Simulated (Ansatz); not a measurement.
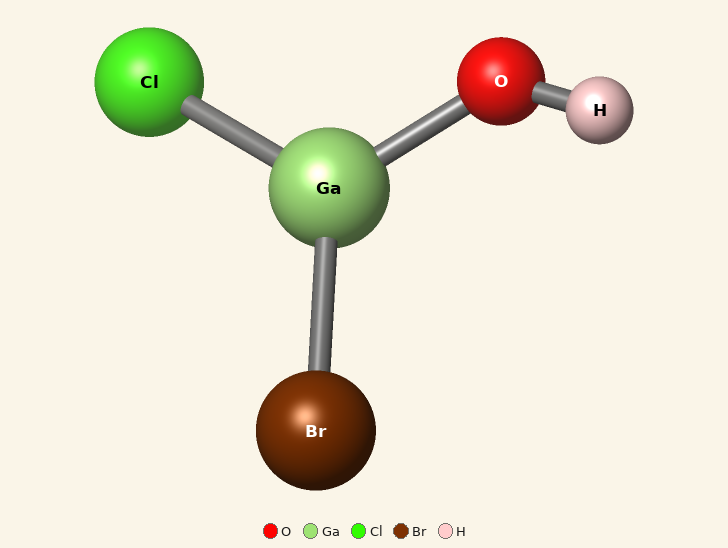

The structure as it stands in the input.

Ansatz 0.2.0 input:

```yaml
crystal:
  periodic: [false, false, false]
  atoms:
    - {symbol: O, position_ang: [0.352400, 1.309900, 0.247200]}
    - {symbol: Ga, position_ang: [0.108200, -0.463900, 0.036500]}
    - {symbol: Cl, position_ang: [1.532000, -1.778300, 1.053300]}
    - {symbol: Br, position_ang: [-1.719800, -1.187700, -1.301600]}
    - {symbol: H, position_ang: [-0.205500, 2.091900, -0.105100]}
basis:
  gaussian: {orbitals: def2-TZVPP}
correlation: {method: ccsd_t}
```

Output:

```
Functional definition: HF
  name "HF"
  cite "Fock, Z. Phys. 61, 126 (1930) doi:10.1007/BF01340294"
  parent pbe
  exchange = exact_x
  correlation = 0
1184 factors; integrals over basis functions are off by at most 8.7e-4 eV
mean field evaluation 1: about -136891.8739 eV, gradient 4.0e1 eV
mean field evaluation 2: about -136891.9730 eV, gradient 4.0e1 eV
mean field evaluation 4: about -136895.1069 eV, gradient 2.7e0 eV
mean field evaluation 8: about -136895.1457 eV, gradient 2.2e-1 eV
mean field evaluation 16: about -136893.4123 eV, gradient 3.2e1 eV
mean field -136895.14596498 eV, -5030.8038233502 hartree, gradient 9.3e-6 eV, S^2 0.000000; 0 other end points of the search recorded, 0 dependent functions left out
24 core orbitals not correlated: weight in the atoms' cores, before any rotation towards them, 1.000 or more for the frozen orbitals, at most 0.000 for the correlated occupied ones
reference -136895.14596498 eV, -5030.8038233502 hartree; 22, 22 occupied and 137, 137 virtual orbitals, 1184 factors
second order -24.96922216 eV of doubles, -0.00000000 eV of singles
cycle   1  -24.59555270 eV  change    3.7e-1 eV  update   1.2e-1
cycle   2  -25.22768840 eV  change   -6.3e-1 eV  update   3.4e-2
cycle   3  -25.35455466 eV  change   -1.3e-1 eV  update   1.9e-2
cycle   4  -25.33774126 eV  change    1.7e-2 eV  update   5.3e-3
cycle   5  -25.33276691 eV  change    5.0e-3 eV  update   2.6e-3
cycle   6  -25.33447336 eV  change   -1.7e-3 eV  update   8.6e-4
cycle   7  -25.33419951 eV  change    2.7e-4 eV  update   3.5e-4
cycle   8  -25.33413090 eV  change    6.9e-5 eV  update   1.1e-4
cycle   9  -25.33419385 eV  change   -6.3e-5 eV  update   4.3e-5
cycle  10  -25.33419203 eV  change    1.8e-6 eV  update   1.4e-5
perturbative correction -1.01214978 eV, -0.0371958184 hartree
Total energy: -136921.49230679 eV, -5031.7720335536 hartree
```
